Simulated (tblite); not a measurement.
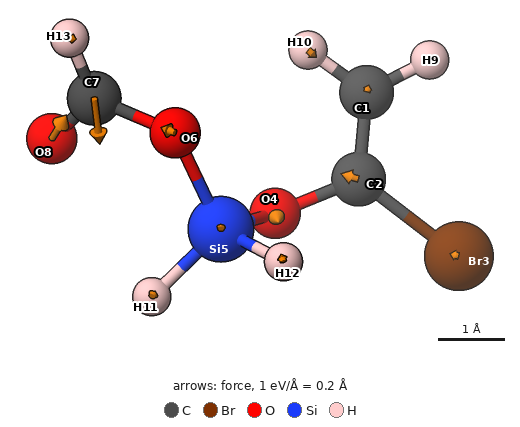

Starting geometry of C3H5BrO3Si with the computed forces as orange arrows. The picture is a ball-and-stick view, seen at a tilt.

The calculation used GFN2-xTB geometry optimisation, gas phase (tblite 0.8.0). 

Question: Is this structure relaxed? If not, where do the atoms go?

Answer: It isn't relaxed: the largest force vector, on C7, is 4.24 eV/Å. The final displacements have little in common with the starting forces (cosine between the two patterns 0.25). The largest move after the best rigid fit is that of O8, 1.97 Å. By element the largest moves are O 1.97 Å, H 1.53 Å, Br 1.13 Å, C 0.87 Å, Si 0.53 Å. Among the contacts that change: Br3–Si5 4.073 → 3.203 Å, O4–Si5 1.723 → 1.627 Å, Si5–O6 1.745 → 1.654 Å, O6–C7 1.387 → 1.307 Å. Bond angles that change, for instance: O4–Si5–O6 113.5° → 95.7°, H11–Si5–H12 106.6° → 115.6°, O6–C7–H13 120.0° → 111.1°. Groups turn about O4–Si5 by about 100°, Si5–O6 by about 100°, C2–O4 by about 100°. Over 221 geometry steps the energy falls by 107.1 kJ/mol. The run took 2.8 s on 1 thread of Arm Neoverse N1 (shared host).
